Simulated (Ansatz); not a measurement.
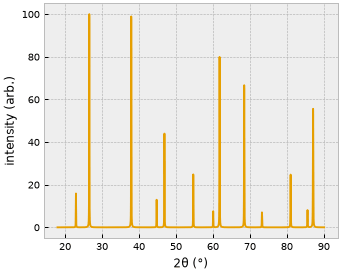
Fig. 1. Simulated powder pattern, neutron, λ = 1.5401 Å

The pattern belongs to a structure relaxed with the program Ansatz at the PBE level (PAW).

Task: Which of these materials gives this?
(A) KBr, rock salt
(B) ZrSi, rock salt
(C) BiB, rock salt
(D) GaSb, rock salt

Result: A, KBr, rock salt

Space group Fm-3m (rock salt). The cell was relaxed with PBE under the symmetry of its start.

Potentials: the later of the program's two PAW sets.
